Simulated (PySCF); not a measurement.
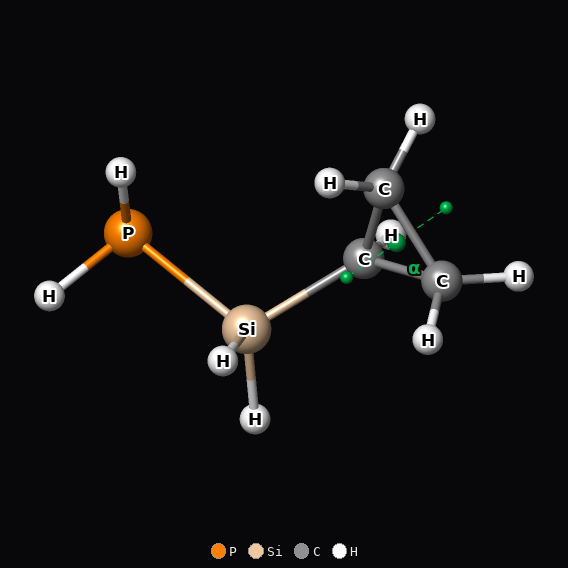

The small points mark where nucleus-independent chemical shifts (NICS) were computed: at the centre of each lettered ring and 1 Å above and below it. The geometry was computed by an optimisation with PBE0-D3(BJ)/def2-SVP. No frequency run is at hand to confirm it as a minimum. Level of theory: GIAO LC-wPBE/pcSseg-1 NMR shielding, non-relativistic, gas phase (PySCF 2.14.0).

Give NICS(0), NICS(1) and the out-of-plane component NICS(1)zz for each ring (means of the two sides).

| ring | members | NICS(0) | NICS(1) | NICS(1)zz |
| --- | --- | --- | --- | --- |
| α | C3 | −45.6 | −8.8 | −23.9 |

Values in ppm.
